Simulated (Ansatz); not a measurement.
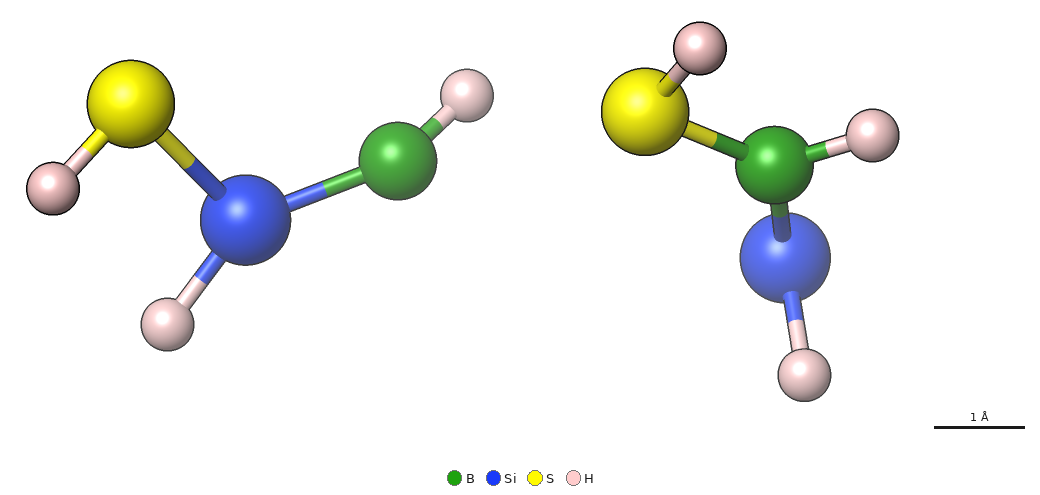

Two geometries of BSiH₃S, drawn at one scale. One is the start of a relaxation, the other its converged end. Style: ball-and-stick. Shown at a tilt.

These are results of RKS BLYP/def2-mTZVP (Ansatz 0.2.0), not measurements. Settings: no spin polarisation; force threshold 0.015 eV/Å; at most 40 steps.

Which of the two is the end point?

The right one is the relaxed one. The run prepares an end point of a later path (torsion) calculation, from a guessed geometry. An H atom moves most after the best rigid fit: 2.18 Å. Largest moves by element: H 2.18 Å, B 1.63 Å, Si 1.54 Å, S 0.13 Å. Among the contacts that change: B–S 3.311 → 1.799 Å, S–Si 2.189 → 3.447 Å, B–Si 1.819 → 1.998 Å, H–Si 1.453 → 1.540 Å. New bonds form, among them: B–S (3.31 → 1.80 Å). Bonds break, among them: S–Si (2.19 → 3.45 Å). Bond angles that change, for instance: B–Si–H 147.2° → 90.3°, Si–B–H 150.1° → 111.5°. Groups turn about B–Si by about 35°. The energy falls by 137.7 kJ/mol in 29 accepted moves (31 points after the start). The largest force component goes from 1 to 0.0095 eV/Å. The line search rejected the trial steps at points 27, 29 of the run. The run took 67 s on 1 thread of Intel(R) Xeon(R) Processor @ 2.70GHz (shared host), peak memory 0.15 GiB.
